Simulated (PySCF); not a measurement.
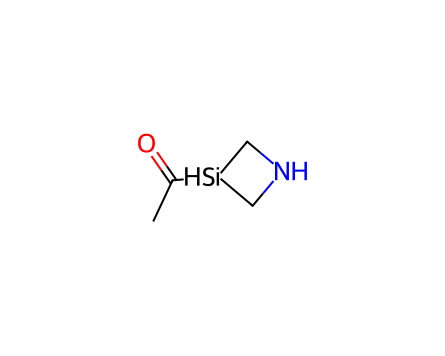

The computed structure is the end point of a GFN2-xTB optimisation. No frequency run is at hand to confirm it as a minimum. Method: PBE0/def2-SVPD, gas phase (PySCF 2.14.0). Excitations: vertical, linear response.

Predict the main results.

The species is C4H9NOSi (`CC(=O)[SiH]1CNC1`).
- dipole moment: 3.05 D
- HOMO energy (Kohn–Sham orbital): −6.67 eV
- LUMO energy (Kohn–Sham orbital): −1.35 eV
- HOMO–LUMO gap: 5.32 eV
- mean static polarisability: 83.9 bohr³
- lowest vertical singlet excitation: 3.39 eV
- its oscillator strength: 0.001
- brightest of the 8 lowest singlets: 6.07 eV
- its oscillator strength: 0.07

The geometry is semi-empirical. Around Si such bond lengths and angles can be off by a tenth of an ångström or more and by several degrees, and values that hang on the shape move with them.
